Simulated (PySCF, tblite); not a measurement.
# C₉H₁₂O: excited states

Aim: compute the excited states of C₉H₁₂O (`COC1=CC=CC12CCC2`).

Programs: tblite 0.8.0 and PySCF 2.14.0, with routines of our own; each step states its level. All values are computed. Atoms count from 0.

## 1. The system as given

22 atoms, charge 0, multiplicity 1; geometry from: force field or distance geometry start.

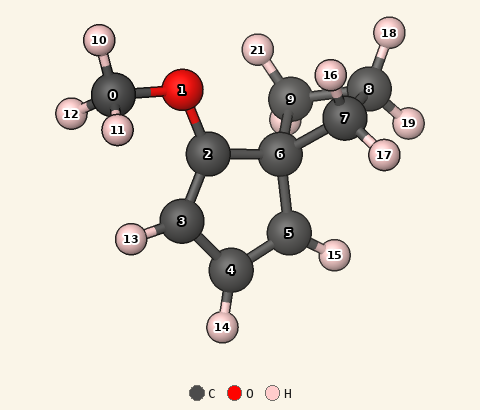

The starting geometry (carbon dark grey, oxygen red, hydrogen pink).

## 2. Relaxing the molecule with GFN2-xTB

The job: settings as JSON, then the geometry in Å.

```
{"job": {"kind": "relax", "xc": "GFN2-xTB", "basis": "xTB"}, "charge": 0, "multiplicity": 1}
C      2.843700     1.231600    -0.436900
O      1.410800     1.176800    -0.376600
C      0.893200    -0.078600    -0.221700
C      1.471000    -1.273400    -0.145600
C      0.459100    -2.296500     0.011500
C     -0.757900    -1.725900     0.001600
C     -0.599500    -0.239700    -0.146800
C     -1.445600     0.430000    -1.243400
C     -2.477200     0.784300    -0.155600
C     -1.360800     0.626400     0.892000
H      3.118800     2.282500    -0.549900
H      3.205800     0.683300    -1.305400
H      3.284400     0.857600     0.495900
H      2.531600    -1.498300    -0.166300
H      0.664900    -3.341500     0.096700
H     -1.698700    -2.242900     0.107600
H     -0.992100     1.308400    -1.712100
H     -1.830400    -0.232400    -2.041500
H     -2.920400     1.789400    -0.225900
H     -3.283700     0.054700    -0.045000
H     -1.660400     0.145300     1.824000
H     -0.867000     1.578200     1.141200
```

Command:

```console
$ OMP_NUM_THREADS=1 python excited_run.py task.json out
```

This one command runs all jobs of the session in turn.

What it wrote:

```text
step      E/eV     max force
  0    -800.12197    1.335
  1    -800.17351    1.016
  2    -800.19947    0.360
  3    -800.21570    0.301
  4    -800.22423    0.194
  5    -800.22926    0.179
  6    -800.23221    0.136
  7    -800.23388    0.100
  8    -800.23501    0.095
  9    -800.23577    0.064
 10    -800.23622    0.044
 11    -800.23649    0.046
 12    -800.23673    0.057
 13    -800.23700    0.060
 14    -800.23732    0.052
 15    -800.23769    0.052
 16    -800.23813    0.041
 17    -800.23860    0.052
 18    -800.23907    0.069
 19    -800.23955    0.082
 20    -800.24013    0.083
 21    -800.24097    0.069
 22    -800.24215    0.090
 23    -800.24343    0.101
 24    -800.24442    0.078
 25    -800.24519    0.056
 26    -800.24595    0.087
 27    -800.24676    0.099
 28    -800.24765    0.082
 29    -800.24843    0.058
 30    -800.24898    0.053
 31    -800.24935    0.056
 32    -800.24964    0.037
 33    -800.24987    0.029
 34    -800.25005    0.024
 35    -800.25020    0.031
 36    -800.25033    0.029
 37    -800.25043    0.022
 38    -800.25050    0.019
 39    -800.25055    0.016
 40    -800.25060    0.017
 41    -800.25070    0.017
 42    -800.25077    0.017
 43    -800.25083    0.017
 44    -800.25087    0.016
 45    -800.25091    0.012
 46    -800.25093    0.010
```

Wall time 0.31 s (1 thread of Arm Neoverse V2, shared host); peak memory 0.18 GiB.

Step by step: (not every step is listed)

```csv
step,energy from step 0 (eV),largest force (eV/Å)
0,0.0000,1.3350
1,-0.0515,1.0162
2,-0.0775,0.3602
3,-0.0937,0.3012
4,-0.1023,0.1939
5,-0.1073,0.1787
6,-0.1102,0.1359
7,-0.1119,0.0997
8,-0.1130,0.0948
11,-0.1145,0.0462
14,-0.1153,0.0521
17,-0.1166,0.0516
20,-0.1182,0.0830
23,-0.1215,0.1007
26,-0.1240,0.0867
29,-0.1265,0.0582
32,-0.1277,0.0374
35,-0.1282,0.0308
38,-0.1285,0.0188
41,-0.1287,0.0173
42,-0.1288,0.0174
43,-0.1289,0.0173
44,-0.1289,0.0161
45,-0.1289,0.0117
46,-0.1290,0.0102
```

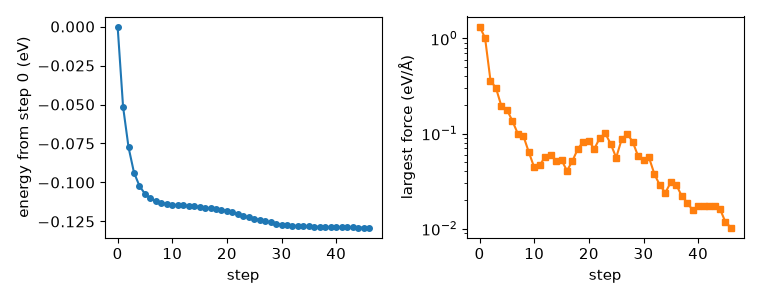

Energy and force, step by step.

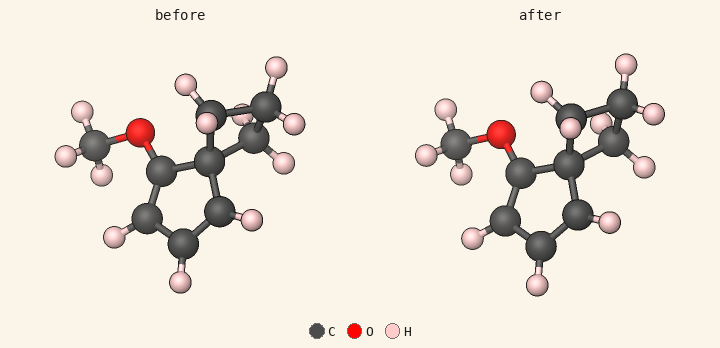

The geometry before (left) and after (right).

Close pairs (by a distance rule), those that changed most:

```csv
bond,before (Å),after (Å),change (Å)
C0–O1,1.435,1.407,-0.028
C7–H17,1.106,1.088,-0.019
C2–C3,1.329,1.345,+0.016
O1–C2,1.367,1.353,-0.014
C9–H21,1.101,1.087,-0.014
C8–H18,1.101,1.088,-0.013
C6–C7,1.538,1.549,+0.010
C3–H13,1.084,1.074,-0.010
```

The end geometry stands in the next job.

## 3. Harmonic vibrations with GFN2-xTB

The job: settings as JSON, then the geometry in Å.

```
{"job": {"kind": "ir", "xc": "GFN2-xTB", "basis": "xTB"}, "charge": 0, "multiplicity": 1}
C      2.760266     1.282848    -0.438129
O      1.360430     1.159963    -0.360858
C      0.879281    -0.096678    -0.220245
C      1.503322    -1.285439    -0.133095
C      0.494092    -2.317277     0.007324
C     -0.725260    -1.767532     0.007999
C     -0.608447    -0.285148    -0.137033
C     -1.479696     0.362006    -1.241692
C     -2.416010     0.931507    -0.170127
C     -1.381395     0.566616     0.900053
H      2.969814     2.345748    -0.546713
H      3.155480     0.739707    -1.302423
H      3.239862     0.904822     0.470293
H      2.559124    -1.482600    -0.158721
H      0.729431    -3.363314     0.094946
H     -1.671892    -2.266652     0.094838
H     -0.930753     1.132811    -1.777296
H     -1.915712    -0.337373    -1.951294
H     -2.654334     1.989048    -0.260321
H     -3.341323     0.367388    -0.073319
H     -1.744435     0.018905     1.766573
H     -0.792257     1.420031     1.227019
```

What it wrote:

```text
mode    cm-1     km/mol
  1      75.8      0.13
  2      88.8      4.68
  3     108.0      0.69
  4     189.8      2.68
  5     193.7      0.09
  6     212.4      2.58
  7     293.3      0.16
  8     322.2      1.02
  9     420.4      3.08
 10     510.8      2.56
 11     547.8      0.78
 12     608.5      4.22
 13     673.9     13.60
 14     740.3     13.15
 15     769.7     21.61
 16     798.0      5.75
 17     799.3      6.20
 18     828.0      0.16
 19     866.7      4.16
 20     867.5      1.73
 21     936.6      1.92
 22    1013.6     10.32
 23    1037.8      0.01
 24    1044.7      0.11
 25    1047.3      1.56
 26    1063.2     25.13
 27    1071.3      0.38
 28    1081.8     18.80
 29    1125.0      2.02
 30    1154.2      8.76
 31    1162.7     39.74
 32    1183.8     15.64
 33    1185.7      0.04
 34    1206.3     15.02
 35    1239.2      0.16
 36    1244.6     42.18
 37    1256.8      5.39
 38    1260.6      0.23
 39    1307.2     23.25
 40    1336.9     32.90
 41    1400.3      0.27
 42    1456.2      0.13
 43    1460.9      0.11
 44    1464.1      4.74
 45    1482.7      2.95
 46    1488.4      0.01
 47    1588.5    143.51
 48    1654.5    126.60
 49    2932.9     37.64
 50    2949.5     36.21
 51    3000.1      2.88
 52    3012.3     33.56
 53    3015.1     24.59
 54    3020.8     44.78
 55    3022.3     39.72
 56    3025.8     24.94
 57    3027.3     59.65
 58    3120.2     29.86
 59    3137.8     62.16
 60    3146.9     35.45
```

It took 0.78 s on 1 thread of Arm Neoverse V2, shared host; peak memory 0.18 GiB.

Which atoms move in the most intense modes:

| cm⁻¹ | km/mol | atoms |
| --- | --- | --- |
| 1163 | 39.7 | H15 16 %, C6 15 % |
| 1245 | 42.2 | C6 24 %, C3 13 %, C2 11 % |
| 1588 | 143.5 | C5 35 %, C4 31 %, C2 20 % |
| 1654 | 126.6 | C2 39 %, C3 27 %, C4 16 %, C5 12 % |
| 3021 | 44.8 | H19 41 %, H18 21 %, H17 13 %, H20 11 % |
| 3022 | 39.7 | H21 41 %, H16 40 % |
| 3027 | 59.6 | H21 35 %, H16 31 %, H19 16 % |
| 3138 | 62.2 | H13 82 % |

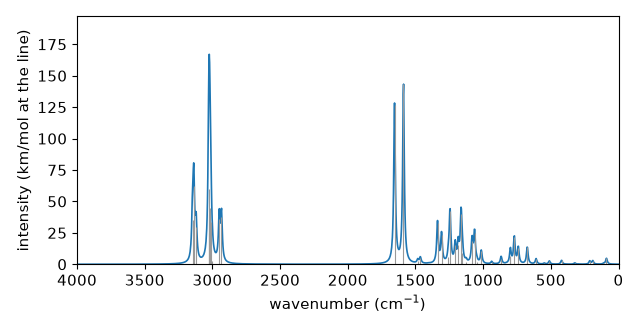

The infrared spectrum from these modes, unscaled. Lines are broadened to a width of 14 cm⁻¹ (Lorentzian).

## 4. Excited states: TDA wB97X-D/def2-SVP

Settings changed since step 3:

```diff
@@ -1,2 +1,2 @@
-{"job": {"kind": "ir", "xc": "GFN2-xTB", "basis": "xTB"}, "charge": 0, "multiplicity": 1}
+{"job": {"kind": "states", "xc": "wB97X-D", "basis": "def2-SVP", "tda": true, "soc": true, "nstates": 6, "ntriplets": 4, "nquad": 4}, "charge": 0, "multiplicity": 1}
 C      2.760266     1.282848    -0.438129
```

Level: TDA wB97X-D/def2-SVP excited states, vertical, gas phase, spin-orbit mean-field couplings.

What it wrote:

```text
coarse grid: 18304 points
cycle   1  E = -424.7437985430  dE =  2.105e+00  |g| = 5.192e-01  |ddm| = 5.192e+00
cycle   2  E = -424.7629316087  dE = -1.913e-02  |g| = 4.877e-01  |ddm| = 1.128e+00
cycle   3  E = -424.8054231467  dE = -4.249e-02  |g| = 7.331e-02  |ddm| = 5.212e-01
cycle   4  E = -424.8063212303  dE = -8.981e-04  |g| = 3.305e-02  |ddm| = 1.052e-01
cycle   5  E = -424.8065848564  dE = -2.636e-04  |g| = 8.194e-03  |ddm| = 4.430e-02
cycle   6  E = -424.8066013948  dE = -1.654e-05  |g| = 2.296e-03  |ddm| = 1.429e-02
cycle   7  E = -424.8066033123  dE = -1.918e-06  |g| = 7.502e-04  |ddm| = 4.004e-03
final grid: 176544 points
cycle   8  E = -424.8802560549  dE = -1.389e-04  |g| = 3.980e-03  |ddm| = 5.746e-02
cycle   9  E = -424.8802596150  dE = -3.560e-06  |g| = 2.719e-03  |ddm| = 1.388e-02
cycle  10  E = -424.8802613004  dE = -1.685e-06  |g| = 8.200e-04  |ddm| = 3.793e-03
cycle  11  E = -424.8802614738  dE = -1.734e-07  |g| = 3.528e-04  |ddm| = 1.987e-03
cycle  12  E = -424.8802615046  dE = -3.077e-08  |g| = 6.868e-05  |ddm| = 5.096e-04
cycle  13  E = -424.8802615073  dE = -2.755e-09  |g| = 3.634e-05  |ddm| = 2.058e-04
cycle  14  E = -424.8802615079  dE = -6.195e-10  |g| = 9.830e-06  |ddm| = 1.068e-04
converged SCF energy = -424.8802615079

Singlet excitations
state   eV       nm        f     d(h-e)  d(exc)  Lambda  PR(NTO)  |dmu|/D   mu/D   main configurations
  1   5.0318   246.4   0.15159   0.489   2.704   0.800   1.069    1.759    2.745   H->L 0.96
  2   6.9769   177.7   0.06156   0.238   2.865   0.777   1.800    0.854    0.928   H-1->L 0.66, H->L+4 0.32
  3   7.2617   170.7   0.00325   1.110   2.957   0.464   1.099    3.282    3.350   H-2->L 0.74, H-3->L 0.18
  4   7.3183   169.4   0.00558   0.707   3.532   0.320   1.492    2.923    1.952   H->L+1 0.59, H->L+3 0.10
  5   7.3724   168.2   0.00034   0.871   2.995   0.436   1.446                     H-3->L 0.59, H-2->L 0.12, H->L+1 0.10
  6   7.4823   165.7   0.00576   0.556   3.394   0.345   1.064                     H->L+3 0.37, H->L+5 0.36, H->L+2 0.15

Triplet excitations (Tamm-Dancoff)
state   eV     d(h-e)  d(exc)  Lambda  PR(NTO)   main configurations
  1   2.9810   0.248   2.434   0.799   1.056   H->L 0.95
  2   5.1271   0.070   2.181   0.776   2.009   H->L+4 0.45, H-1->L 0.43
  3   6.5838   0.508   2.808   0.785   1.961   H-1->L 0.53, H->L+4 0.43
  4   6.8857   1.198   2.898   0.471   1.034   H-2->L 0.93
S1 - T1 = 2.0509 eV

Spin-orbit couplings |<S|Hso|T>| (cm-1)
             T1       T2       T3       T4
S0        0.237    0.050    0.082   16.578
S1        0.042    0.073    0.323    5.314
S2        0.275    0.018    0.032    5.079
S3        5.769    4.727    5.785    2.229
S4        2.150    1.876    1.732    2.665
S5        4.691    3.433    5.523    6.994
S6        1.494    0.794    0.922    0.389
T1 sublevels (cm-1): 0.000 0.001 0.001   radiative rates (1/s): 0.0168 0.000899 0.000324
```

Run time: 58 s. Hardware: 1 thread of Arm Neoverse V2, shared host; peak memory 0.96 GiB.

From this job:

```
  quantity    value
S1 less T1  2.05 eV
```

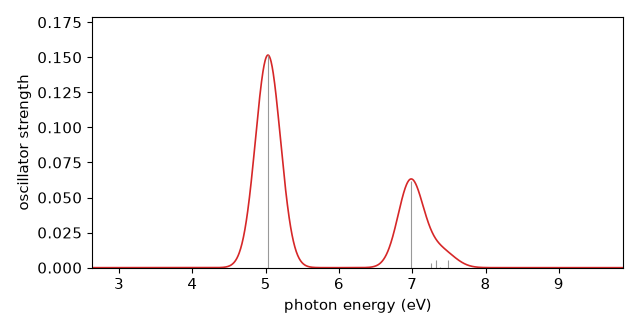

Absorption lines of the singlets. Lines are broadened to a width of 0.40 eV (Gaussian).

Orbitals, density, ELF and potential are computed afterwards from the orbital file.

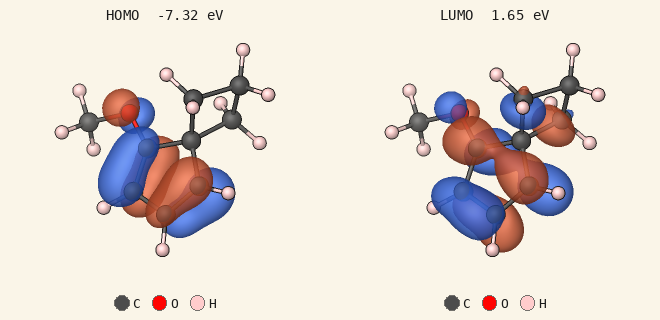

wB97X-D/def2-SVP orbitals near the gap, drawn at the value that encloses 70 % of each; the two colours are the two signs.

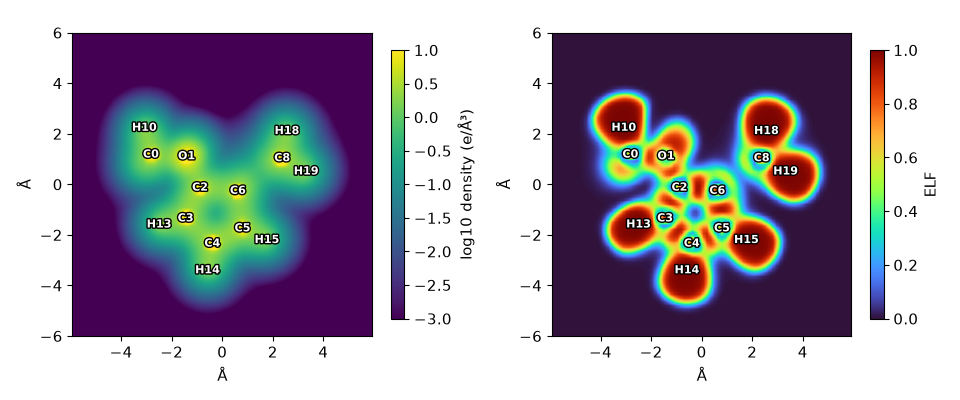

Density (left) and ELF (right) in a plane through or near 14 of the atoms.

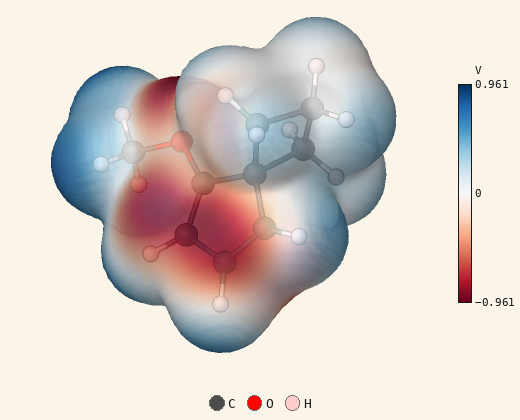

The potential that a unit positive charge feels on the 0.002 e/bohr³ surface, from -0.96 V near O1 to 0.84 V near H10.

## 5. Outcome

| quantity | value |
| --- | --- |
| strongest single infrared mode (GFN2-xTB) | 1588 cm⁻¹, 144 km/mol |
| zero-point energy (GFN2-xTB) | 116.2 kcal/mol |
| S1 less T1 (step 4, TDA wB97X-D/def2-SVP) | 2.05 eV |
| potential on the surface of density 0.002 e/bohr³, 1st and 99th percentile | -0.96 V and 0.84 V |

What this shows: No mode is imaginary among the 60: a minimum at this level. The strongest single mode, at 1588 cm⁻¹, is carried by C5, C4, C2. Unscaled tight-binding wavenumbers are off by several per cent, some by more. Its intensities can rank the bands wrongly. In step 4, the number of triplets below S1 is 1, and the largest singlet-triplet spin-orbit coupling is S0–T4, 16.58 cm⁻¹.
